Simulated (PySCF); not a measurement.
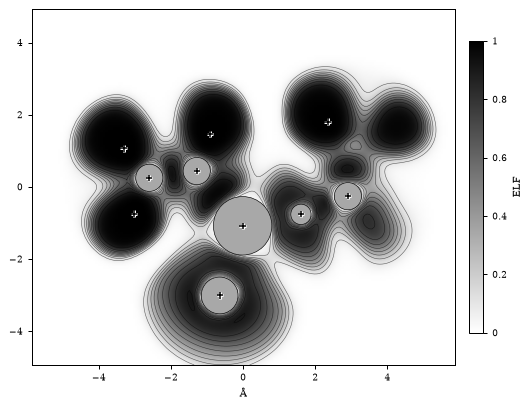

The electron localisation function on a plane through atoms (crosses mark nuclei in the plane; grey discs cover the cores).

All numbers below come from CAM-B3LYP/def2-SVPD, SCF density, gas phase in PySCF 2.14.0.

Candidates:
A. C4H8AlClO (SMILES C=[CH][Al]([Cl])[O]CC)
B. C3H6AlClS (SMILES C=[CH][Al]([Cl])[S]C)
C. C2H3AlClF (SMILES C=[CH][Al]([F])[Cl])

> Which candidate gave the map?

Candidate A: C4H8AlClO on the plane of atoms H8, C1 and H9, which holds C, Al, Cl, O and H. C–C (1.33 Å): the ELF peaks at about 0.95 between the atoms (a multiple bond). C–O (1.40 Å): the ELF peaks at about 0.90 between the atoms; a shared but strongly polarised pair.
